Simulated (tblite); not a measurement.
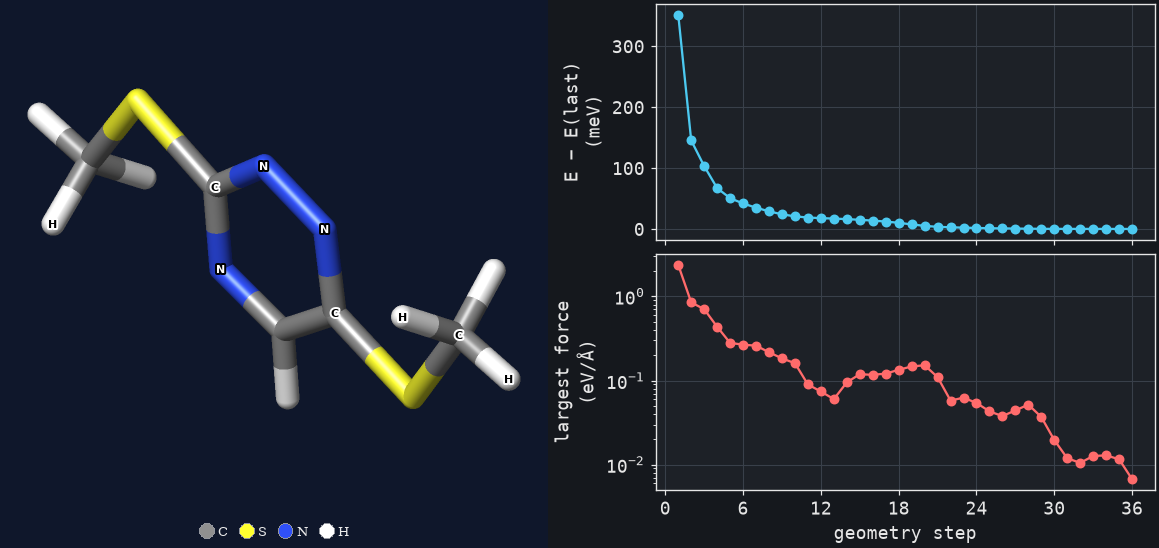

Beside the plot: the molecule at the start.

History of a geometry optimisation.

System: C5H7N3S2 (SMILES CSc1cnc(SC)nn1).
Method: tblite, GFN2-xTB geometry optimisation, gas phase.

Question: How did the optimisation end?

Answer: The optimisation met its thresholds at geometry 36, counting the start as the first. The energy fell by about 350 meV from the first step to the last. The largest force goes from about 2.4 eV/Å at the start to 7 × 10⁻³ eV/Å at the end.
